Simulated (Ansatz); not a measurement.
# Mg chain started as a dimerised line: one chain at several levels of theory, part 2 of 4

Wanted: the relaxed geometry and the open channels of the Mg chain started as a dimerised line, by several methods.

Ansatz 0.2.0; DFT PBE, plane waves, PAW; relaxation of a chain's period (the session's first sound run).

So far. Step 2 (Relaxation of atoms and period, level PBE, cutoff 420 …): The cell's length comes to 6.185 Å with no moment. The two atoms stand evenly on a line, so the true period is half of it. That is +15 % against the start, more than a small adjustment.

### 3. Bands of the perfect wire, level PBE, k-mesh 1×1×13

This step: DFT PBE, plane waves, PAW; channels and complex bands of a perfect chain (Ansatz 0.2.0).

At the relaxed period the Bloch states of the perfect chain are found at each energy: those that move forward count the open channels, and those that decay describe how a disturbance dies away inside the wire itself. An energy step of 0.035 eV is under the 0.039 eV that the program asks for its thermal average at 300 K.

Contents of input.yaml:

```yaml
crystal:
  lattice:
    - [7.5, 0.0, 0.0]
    - [0.0, 7.5, 0.0]
    - [0.0, 0.0, 6.1849129093]
  atoms:
    - { symbol: Mg, position: [0.5, 0.5, 0.975000716] }
    - { symbol: Mg, position: [0.5, 0.5, 0.474999284] }
kpoints:
  mp_grid: { grid: [1, 1, 13] }
  band_path: { path: ["Γ", Z], npoints: 60 }
scf:
  occupations: { method: fermi_dirac, width: 0.05 }
hamiltonian:
  xc: pbe
output:
  transmission:
    e_range: [-2, 2]
    de: 0.035
    kmesh: [1, 1]
    reduced_basis: true
    leads: [[0, 0]]
  dos: { projected: true, e_range: [-6, 4] }
  write_potential: true
  write_density: true
  volumetric_format: npy
  elf: true
```

Started as:

```sh
> ansatz run input.yaml --threads 4 --pin off --max-ram 8192MiB --backend cpu --events-out ev --progress --plain --runs-dir out
```

Numbers of over 12 decimals in the logs are rounded to 6 here.

Output:

```text
Warning: the atoms were moved onto the symmetric positions of the space group found under crystal.symmetry.tolerance 1.0e-5 (fractional; no operation is sought that the atoms, as they stand in a round, miss by more than twice it, and no atom is moved by as much as it), and the run uses the moved positions. Before a round's move an operation carried an atom to 8.86e-6 Å from where it should land, the largest such dist [...]
[...]
Crystal: 2 atoms, lattice volume = 347.901 Å³
Basis set: ecut = 420 eV, 6821 PW (Γ)
Bands: 14, of which v1, the nominal top of the filled ones, is band 10 counted from 1 (9 counted from 0)
Symmetry: 32 space group operations
[...]
k-points: 7 of 13
[...]
SCF iter   1: F=—  HF=-3845.233287 eV  |F-HF|=—  |Δ(HF+E_count)|=         —  Δρ=2.44e-3  dr2=3.88e-2  ethr=1.77e-3  ⟨swp⟩=6.6  Hψ=603  notcnv=0
[...]
SCF iter   6: F=-3845.232385 eV  HF=-3845.232385 eV  |F-HF|=3.90e-8  |Δ(HF+E_count)|=   6.65e-7  Δρ=2.60e-6  dr2=3.79e-8  ethr=5.00e-10  ⟨swp⟩=3.3  Hψ=344  notcnv=0
SCF 1 converged in 6 iterations: F = -3845.232385 eV  dr2 = 3.79e-8
[...]
NSCF: frozen V_eff on 61 k-points
transmission: 8 of 48 steps passed
transmission: 16 of 48 steps passed
[...]
transmission: 48 of 48 steps passed
WARN: The output density's exchange-correlation potential varies sharply where the density is thin. Do not read a vacuum level from v_tot or v_xc, or from such a field of the output density. On a cell that repeats whose density bears no net charge and no dipole along the vacuum's axis use v_es (v_loc + v_h of the components); under efield.dipole_correction with no amplitude use v_es + v_field, which holds any externa [...]
Second SCF, for the conductance: iteration 1, dr2 6.665e-6 eV
Second SCF, for the conductance: iteration 2, dr2 2.362e-6 eV
Second SCF, for the conductance: iteration 3, dr2 1.258e-8 eV
transmission: 8 of 48 steps passed
transmission: 16 of 48 steps passed
[...]
transmission: 48 of 48 steps passed
SCF converged after 6 iterations
Free energy (F): -3845.232385 eV
[...]
Internal energy: -3845.230470 eV  (E = F + TS)
E sigma→0 (E₀):  -3845.231428 eV
Entropy (-TS):   -0.001914 eV (-0.957 meV/atom)
Fermi energy:    -1.062279 eV
[...]
--- Band table (eV; the first three rows and the last of 7) ---
  k-point 0: bands = [... 6 lower, -45.0185, -44.9958, -4.8515, -1.2553, -0.7811, -0.7811, -0.7368, 0.5896]
  k-point 1: bands = [... 6 lower, -45.0181, -44.9961, -4.8282, -1.6076, -0.7590, -0.7590, -0.3466, 0.6125]
  k-point 2: bands = [... 6 lower, -45.0172, -44.9971, -4.7583, -2.0967, -0.6924, -0.6924, 0.2544, 0.6811]
  k-point 6: bands = [... 6 lower, -45.0085, -45.0058, -4.0169, -3.7181, 0.0168, 0.0168, 0.3045, 0.3045]
--- Transmission ---
  basis      : 497 plane waves across, 8 finite elements along
  points     : 1, standing for a mesh of 1 x 1
  filling    : by a second SCF (3 iterations) under fermi_dirac of width 0.025852 eV on a mesh of 1 x 1 x 54, whose Fermi level is -1.047881 eV
  energies   : 115 from -2.000000 to 1.990000 eV about the Fermi level, 0.035000 eV apart; the leads are filled to 0.000000 eV, and channels, transmission and decay are at -0.005000 eV
  crystal 0  : Mg2, at the sites [0, 0], period 6.1849 Å: whole cells are its period
    offset         : up to 0.0000 Å between an atom of the period and one for which it stands
    filled         : 0.1 meV over the level at which it is neutral
    channels       : 0.000000e0 a spin
    conductance    : 5.5665e10 S/m² at 300 K; may be off by some 0.4 % by where its bands' edges are placed, 0.2 % from the distance to neutral
    slowest decay  : 0.0344 /Å at (0.0000, 0.0000)
```

Elapsed: 26 s, on 4 threads of Arm Neoverse V2, shared host; peak memory 0.56 GiB.

In the SCF lines HF is the Harris–Foulkes energy and dr2 the Hartree energy of the density residual, in eV; the loop may stop once dr2 is under the threshold and the program's other checks hold. Hψ counts applications of the Hamiltonian.

This step gave:

| Property | Result |
| --- | --- |
| energy at zero smearing | -3845.2314 eV |
| channels at the energy nearest the Fermi level, one spin | 0 |
| conductance of the lead as this run defines it | 4.04e-4 G₀ |
| slowest decay in the lead at the energy nearest the Fermi level | 0.0344 Å⁻¹ |
| band gap | 0.4741 eV |

Table of open channels of the lead, one spin by energy, zero at the Fermi level:

```
energy (eV)  open channels of the lead, one spin
     -2.000                                    1
     -1.790                                    1
     -1.615                                    1
     -1.405                                    1
     -1.195                                    1
     -0.985                                    1
     -0.810                                    1
     -0.600                                    1
     -0.390                                    1
     -0.215                                    1
     -0.005                                    0
      0.205                                    0
      0.415                                    3
      0.590                                    3
      0.800                                    3
      1.010                                    3
      1.185                                    3
      1.395                                    3
      1.605                                    3
      1.815                                    4
```

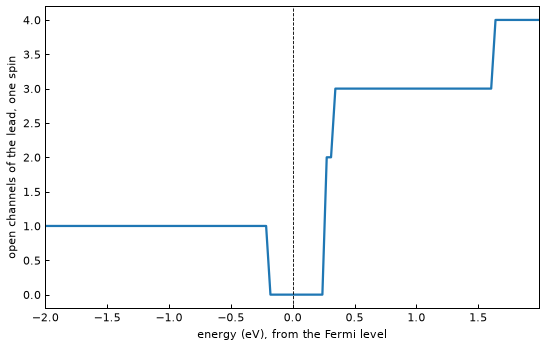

Open channels of the lead, one spin against energy.

The slowest values at each energy, most degenerate partners merged, listed up to 1.5 1/Å. Im kz of the slowest decaying states against energy, zero at the Fermi level:

| energy (eV) | decay 1 (Å⁻¹) | decay 2 (Å⁻¹) | decay 3 (Å⁻¹) | decay 4 (Å⁻¹) |
| --- | --- | --- | --- | --- |
| -2.0000 | 0.790 | 0.975 | 1.10 | 1.28 |
| -1.7550 | 0.746 | 0.942 | 1.07 | 1.25 |
| -1.5100 | 0.699 | 0.908 | 1.04 | 1.23 |
| -1.2650 | 0.649 | 0.872 | 1.00 | 1.20 |
| -0.9850 | 0.587 | 0.830 | 0.968 | 1.17 |
| -0.7400 | 0.526 | 0.790 | 0.934 | 1.14 |
| -0.4950 | 0.458 | 0.749 | 0.899 | 1.11 |
| -0.2500 | 0.377 | 0.705 | 0.862 | 1.08 |
| -0.0050 | 0.0344 | 0.274 | 0.658 | 0.824 |
| 0.2400 | 0.0240 | 0.0865 | 0.607 | 0.784 |
| 0.4850 | 0.552 | 0.741 | 0.992 | 1.08 |
| 0.7650 | 0.480 | 0.690 | 0.954 | 1.04 |
| 1.0100 | 0.408 | 0.642 | 0.919 | 1.01 |
| 1.2550 | 0.319 | 0.589 | 0.883 | 0.977 |
| 1.5000 | 0.191 | 0.532 | 0.846 | 0.943 |
| 1.7450 | 0.467 | 0.807 | 0.908 | 0.970 |

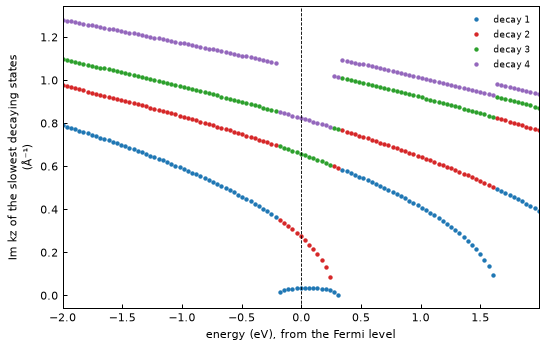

Im kz of the slowest decaying states, plotted against energy.

The electronic bands at the labelled points (eV, zero at the Fermi level):

| point | band 9 | band 10 | band 11 | band 12 | band 13 | band 14 |
| --- | --- | --- | --- | --- | --- | --- |
| Γ | -3.79 | -0.19 | 0.28 | 0.28 | 0.33 | 1.65 |
| Z | -2.81 | -2.81 | 1.22 | 1.22 | 1.22 | 1.22 |

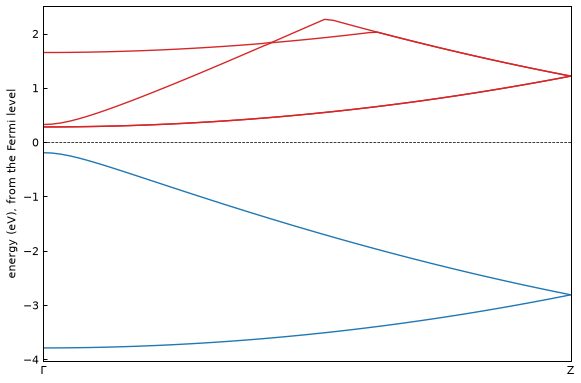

Electronic bands along the path; lines of filled and empty bands in two colours.

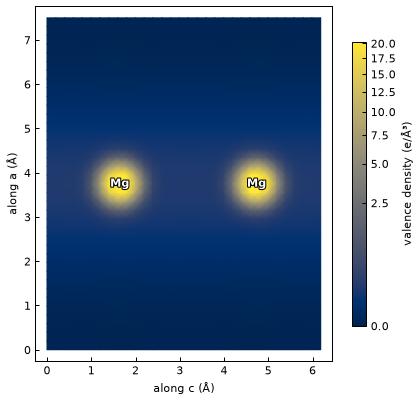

Valence density in the ca plane at fractional y = 0.500, with atoms of Mg within 0.2 Å of it. It is the smooth field of the valence electrons, not physical close to the nuclei. The map starts off the cell's origin, so that atoms lie inside it. The colour scale is stretched toward low values.

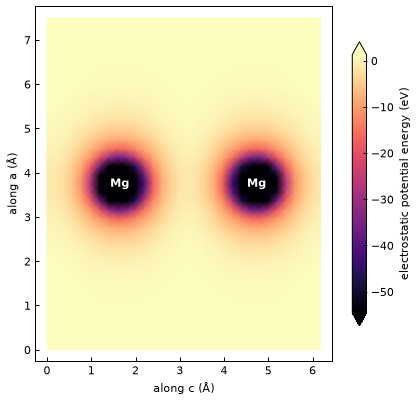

Electrostatic potential energy in the ca plane at fractional y = 0.500, with atoms of Mg within 0.2 Å of it. With pseudopotentials it is smooth inside the atoms' cores, unlike the true potential. The map starts off the cell's origin, so that atoms lie inside it.

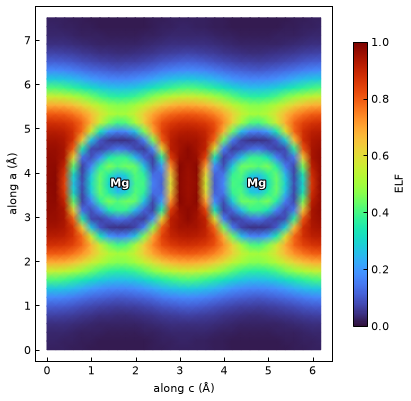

ELF in the ca plane at fractional y = 0.500, with atoms of Mg within 0.2 Å of it. It is the smooth field of the valence electrons, not physical close to the nuclei. The map starts off the cell's origin, so that atoms lie inside it.

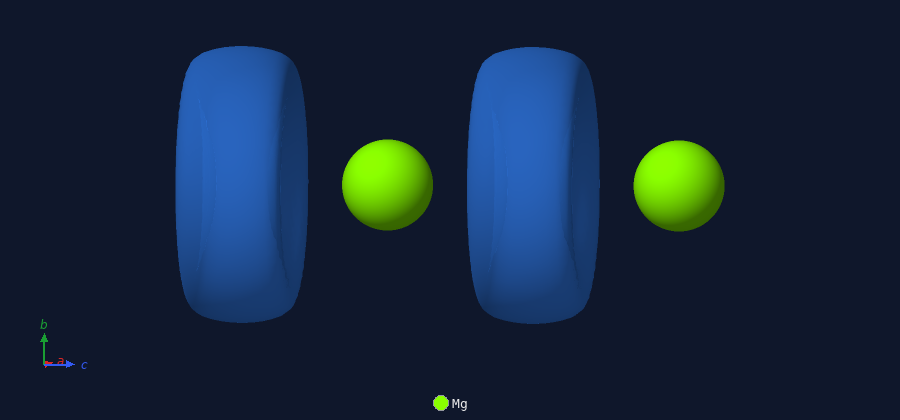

Surface of ELF = 0.85.

By hand: the program gives 5.5665 × 10^10 S/m² over the cell's cross-section of 56.25 Å² = 5.625 × 10^-19 m², so one cell conducts 3.131 × 10^-8 S. Divided by G0 = 2e²/h = 7.748 × 10^-5 S this is 4.0e-4 G0, a resistance of 31937 kΩ.

At the computed energy nearest the Fermi level there are 0 channels a spin, and the thermal average gives 4.0e-4 G₀; the gap is 0.47 eV.

### 4. Relaxing the period

This step: DFT LDA, plane waves, PAW; relaxation of a chain's period (Ansatz 0.2.0).

The relaxation is repeated under another functional. LDA has no gradient terms and tends to overbind, so it marks the short end of the likely bond lengths.

Contents of input.yaml:

```yaml
crystal:
  lattice:
    - [7.5, 0.0, 0.0]
    - [0.0, 7.5, 0.0]
    - [0.0, 0.0, 5.358]
  atoms:
    - { symbol: Mg, position: [0.5, 0.5, 0.0], spin: 0.5 }
    - { symbol: Mg, position: [0.5, 0.5, 0.45], spin: 0.5 }
magnetization:
  spin_polarized: true
kpoints:
  mp_grid: { grid: [1, 1, 15] }
scf:
  occupations: { method: fermi_dirac, width: 0.05 }
hamiltonian:
  xc: lda
relax:
  cell: { fix: [a, b, alpha, beta, gamma] }
  max_steps: 60
```

Output:

```text
[...]
Crystal: 2 atoms, lattice volume = 301.387 Å³
Basis set: ecut = 420 eV, 5929 PW (Γ)
Bands: 15, of which v1, the nominal top of the filled ones, is band 10 counted from 1 (9 counted from 0)
Symmetry: 16 space group operations
[...]
k-points: 8 of 15
[...]
Starting moments: Σ|m| = 1 μB on 2 of 2 sites
[...]
0.000000      -0.256151       0.000000
        0.000000       0.000000       0.043468
  P = ⅓ Tr σ = -0.1563 GPa (-1.563 kbar)
--- Relaxed structure (5 steps of the walk, 5 accepted, 1 SCFs on fresh bases) ---
[...]
cell:  # Å, volume = 341.7723 Å³
    - [7.5, 0.0, 0.0]
    - [0.0, 7.5, 0.0]
    - [0.0, 0.0, 6.075952]
  atoms:
    - { symbol: Mg, position: [0.5, 0.5, -0.025003] }
    - { symbol: Mg, position: [0.5, 0.5, 0.475003] }
[key lines of the parts left out:]
SCF converged after 5 iterations
Magnetization: -0.0000 μB (10.0000 up, 10.0000 down)
Free energy (F): -3800.455584 eV
Fermi energy:    -1.157832 eV
```

The job ended after 6.3 s (4 threads; peak memory 0.46 GiB).

Relaxation path:

```csv
step,energy less that of the first step (eV),largest force component (eV/Å),pressure (GPa),volume (Å³)
1,0.0000,2.4628,1.04,301.39
2,-0.4152,0.3684,0.64,307.65
3,-0.5784,0.1929,0.22,322.72
4,-0.6416,0.0297,-0.10,337.79
5,-0.6445,0.0001,-0.16,341.77
6*,-0.6461,0.0001,-0.16,341.77
```

Relaxation steps marked * repeat the geometry before them on a plane-wave basis chosen anew for their cell, so energy and pressure can jump there.

The run keeps the 16 symmetry operations that it works with, so distortions that break them were not tested.

```csv
cell as run,before,after,change
c (Å),5.358,6.076,+13.4 %
```

The atoms that moved most (Å, along periodic axes as changes of fractional coordinates times the final cell, across vacuum about the mean position):

| atom | dx | dy | dz | length |
| --- | --- | --- | --- | --- |
| Mg1 | 0.000 | 0.000 | -0.152 | 0.152 |
| Mg2 | 0.000 | 0.000 | 0.152 | 0.152 |

The relaxed structure:

```xyz
2
Lattice="7.5000 0.0000 0.0000 0.0000 7.5000 0.0000 0.0000 0.0000 6.0760" Properties=species:S:1:pos:R:3
Mg    3.7500    3.7500   -0.1519
Mg    3.7500    3.7500    2.8861
```

The cell's length comes to 6.076 Å, -1.8 % against the first run, with no moment. The two atoms stand evenly on a line, so the true period is half of it. That is +13 % against the start, more than a small adjustment.

The cell grew by 13.4 % in its periodic edges. From the first step to the last the energy fell by 0.646 eV, across changes of basis, and the largest move was 0.15 Å (Mg1 and 1 other atom alike).

### 5. Bands of the perfect wire, level LDA, k-mesh 1×1×14

This step: DFT LDA, plane waves, PAW; channels and complex bands of a perfect chain (Ansatz 0.2.0).

The channels are counted again under LDA, at the period that it gave.

Contents of input.yaml:

```yaml
crystal:
  lattice:
    - [7.5, 0.0, 0.0]
    - [0.0, 7.5, 0.0]
    - [0.0, 0.0, 6.0759521167]
  atoms:
    - { symbol: Mg, position: [0.5, 0.5, 0.974996737] }
    - { symbol: Mg, position: [0.5, 0.5, 0.475003263] }
kpoints:
  mp_grid: { grid: [1, 1, 14] }
  band_path: { path: ["Γ", Z], npoints: 60 }
scf:
  occupations: { method: fermi_dirac, width: 0.05 }
hamiltonian:
  xc: lda
output:
  transmission:
    e_range: [-2, 2]
    de: 0.035
    kmesh: [1, 1]
    reduced_basis: true
    leads: [[0, 0]]
  dos: { projected: true, e_range: [-6, 4] }
```

Output:

```text
[...]
Crystal: 2 atoms, lattice volume = 341.772 Å³
Basis set: ecut = 420 eV, 6669 PW (Γ)
Bands: 14, of which v1, the nominal top of the filled ones, is band 10 counted from 1 (9 counted from 0)
Symmetry: 32 space group operations
[...]
k-points: 8 of 14
[...]
k-point 7: bands = [... 6 lower, -45.1054, -45.1054, -4.0032, -4.0032, 0.0407, 0.0407, 0.0407, 0.0407]
--- Transmission ---
  basis      : 497 plane waves across, 8 finite elements along
  points     : 1, standing for a mesh of 1 x 1
[...]
crystal 0  : Mg2, at the sites [0, 0], period 6.0760 Å: whole cells are its period
[...]
filled         : 0.0 meV over the level at which it is neutral
    channels       : 0.000000e0 a spin
[...]
slowest decay  : 0.0318 /Å at (0.0000, 0.0000)
[key lines of the parts left out:]
SCF converged after 6 iterations
Free energy (F): -3800.455337 eV
Fermi energy:    -1.156087 eV
```

Wall time 25 s (4 threads); peak memory 0.53 GiB.

At the computed energy nearest the Fermi level there are 0 channels a spin, and the thermal average gives 0.00318 G₀; the gap is 0.37 eV.

### 6. The relaxed wire

This step: DFT RPBE, plane waves, PAW; relaxation of a chain's period (Ansatz 0.2.0).

The relaxation is repeated under another functional. RPBE strengthens the exchange enhancement and tends to longer, weaker bonds than PBE.

Contents of input.yaml:

```yaml
crystal:
  lattice:
    - [7.5, 0.0, 0.0]
    - [0.0, 7.5, 0.0]
    - [0.0, 0.0, 5.358]
  atoms:
    - { symbol: Mg, position: [0.5, 0.5, 0.0], spin: 0.5 }
    - { symbol: Mg, position: [0.5, 0.5, 0.45], spin: 0.5 }
magnetization:
  spin_polarized: true
kpoints:
  mp_grid: { grid: [1, 1, 15] }
scf:
  occupations: { method: fermi_dirac, width: 0.05 }
hamiltonian:
  xc: rpbe
relax:
  cell: { fix: [a, b, alpha, beta, gamma] }
  max_steps: 60
```

Output:

```text
[...]
Crystal: 2 atoms, lattice volume = 301.387 Å³
Basis set: ecut = 420 eV, 5929 PW (Γ), exchange–correlation on 108×108×72 points (8 copies of the dense FFT grid, shifted against one another)
Bands: 15, of which v1, the nominal top of the filled ones, is band 10 counted from 1 (9 counted from 0)
Symmetry: 16 space group operations
[...]
0.000000      -0.245832       0.000000
        0.000000       0.000000       0.010105
  P = ⅓ Tr σ = -0.1605 GPa (-1.605 kbar)
--- Relaxed structure (6 steps of the walk, 6 accepted, 2 SCFs on fresh bases) ---
[...]
cell:  # Å, volume = 351.0110 Å³
    - [7.5, 0.0, 0.0]
    - [0.0, 7.5, 0.0]
    - [0.0, 0.0, 6.240196]
  atoms:
    - { symbol: Mg, position: [0.5, 0.5, -0.025001] }
    - { symbol: Mg, position: [0.5, 0.5, 0.475001] }
[key lines of the parts left out:]
SCF converged after 8 iterations
Magnetization: 0.0000 μB (10.0000 up, 10.0000 down)
Free energy (F): -3851.116061 eV
Fermi energy:    -1.036226 eV
```

The job ended after 12 s (4 threads; peak memory 0.53 GiB; 44 s of CPU time).

Relaxation path:

| step | energy less that of the first step (eV) | largest force component (eV/Å) | pressure (GPa) | volume (Å³) |
| --- | --- | --- | --- | --- |
| 1 | 0.0000 | 2.6712 | 1.32 | 301.39 |
| 2 | -0.5694 | 0.5135 | 0.72 | 313.42 |
| 3 | -0.7609 | 0.0833 | 0.28 | 328.11 |
| 4 | -0.8364 | 0.0188 | -0.05 | 343.17 |
| 5 | -0.8438 | 0.0001 | -0.15 | 349.36 |
| 6* | -0.8459 | 0.0001 | -0.14 | 349.36 |
| 7 | -0.8463 | 0.0001 | -0.16 | 351.01 |
| 8* | -0.8463 | 0.0001 | -0.16 | 351.01 |

Relaxation steps marked * repeat the geometry before them on a plane-wave basis chosen anew for their cell, so energy and pressure can jump there.

The run keeps the 16 symmetry operations that it works with, so distortions that break them were not tested.

```
cell as run  before  after   change
      c (Å)   5.358  6.240  +16.5 %
```

The atoms that moved most (Å, along periodic axes as changes of fractional coordinates times the final cell, across vacuum about the mean position):

```
atom     dx     dy      dz  length
 Mg1  0.000  0.000  -0.156   0.156
 Mg2  0.000  0.000   0.156   0.156
```

The relaxed structure:

```cif
data_structure
_symmetry_space_group_name_H-M 'P 1'
_symmetry_Int_Tables_number 1
_cell_length_a 7.5000
_cell_length_b 7.5000
_cell_length_c 6.2402
_cell_angle_alpha 90.000
_cell_angle_beta 90.000
_cell_angle_gamma 90.000
_cell_volume 351.01
loop_
_atom_site_label
_atom_site_type_symbol
_atom_site_fract_x
_atom_site_fract_y
_atom_site_fract_z
_atom_site_occupancy
Mg1 Mg 0.50000 0.50000 0.97500 1
Mg2 Mg 0.50000 0.50000 0.47500 1
```

The cell's length comes to 6.240 Å, +0.9 % against the first run, with no moment. The two atoms stand evenly on a line, so the true period is half of it. That is +16 % against the start, more than a small adjustment.

The cell grew by 16.5 % in its periodic edges. First to last step the energy falls by 0.846 eV, across changes of basis; the largest move, 0.16 Å, is that of Mg1 and 1 other atom alike.

### 7. Bands of the perfect wire, level RPBE, k-mesh 1×1×13

This step: DFT RPBE, plane waves, PAW; channels and complex bands of a perfect chain (Ansatz 0.2.0).

The channels are counted again under RPBE, at the period that it gave.

Contents of input.yaml:

```yaml
crystal:
  lattice:
    - [7.5, 0.0, 0.0]
    - [0.0, 7.5, 0.0]
    - [0.0, 0.0, 6.2401957916]
  atoms:
    - { symbol: Mg, position: [0.5, 0.5, 0.974998603] }
    - { symbol: Mg, position: [0.5, 0.5, 0.475001397] }
kpoints:
  mp_grid: { grid: [1, 1, 13] }
  band_path: { path: ["Γ", Z], npoints: 60 }
scf:
  occupations: { method: fermi_dirac, width: 0.05 }
hamiltonian:
  xc: rpbe
output:
  transmission:
    e_range: [-2, 2]
    de: 0.035
    kmesh: [1, 1]
    reduced_basis: true
    leads: [[0, 0]]
  dos: { projected: true, e_range: [-6, 4] }
```

Output:

```text
[...]
Crystal: 2 atoms, lattice volume = 351.011 Å³
Basis set: ecut = 420 eV, 6853 PW (Γ)
Bands: 14, of which v1, the nominal top of the filled ones, is band 10 counted from 1 (9 counted from 0)
Symmetry: 32 space group operations
[...]
k-points: 7 of 13
[...]
k-point 6: bands = [... 6 lower, -44.9673, -44.9648, -3.9495, -3.6560, 0.0629, 0.0629, 0.3460, 0.3460]
--- Transmission ---
  basis      : 497 plane waves across, 8 finite elements along
  points     : 1, standing for a mesh of 1 x 1
[...]
crystal 0  : Mg2, at the sites [0, 0], period 6.2402 Å: whole cells are its period
[...]
filled         : 0.0 meV over the level at which it is neutral
    channels       : 0.000000e0 a spin
[...]
slowest decay  : 0.0373 /Å at (0.0000, 0.0000)
[key lines of the parts left out:]
SCF converged after 6 iterations
Free energy (F): -3851.115607 eV
Fermi energy:    -1.032744 eV
```

Run time: 30 s. Hardware: 4 threads; peak memory 0.54 GiB.

Table of open channels of the lead, one spin by energy, zero at the Fermi level:

```csv
energy (eV),"open channels of the lead, one spin"
-2.000,1
-1.510,1
-0.985,1
-0.495,1
-0.005,0
0.485,3
1.010,3
1.500,3
```

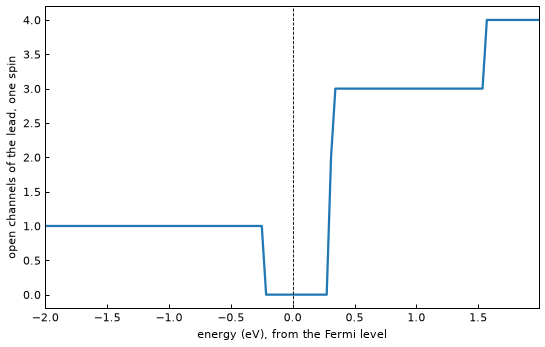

Open channels of the lead, one spin against energy.

At the computed energy nearest the Fermi level there are 0 channels a spin, and the thermal average gives 1.4e-4 G₀; the gap is 0.53 eV.

[end of part 2 of 4]

[Logs are printed without paths, hosts, clocks, repeated set-up lines and the standing remarks that a program may print on its own settings, such as how far it seeks lower states.]

[Hosts, paths, dates, database ids (printed as entryN), source tags and the programs' standing remarks are cut or masked in the printed files.]
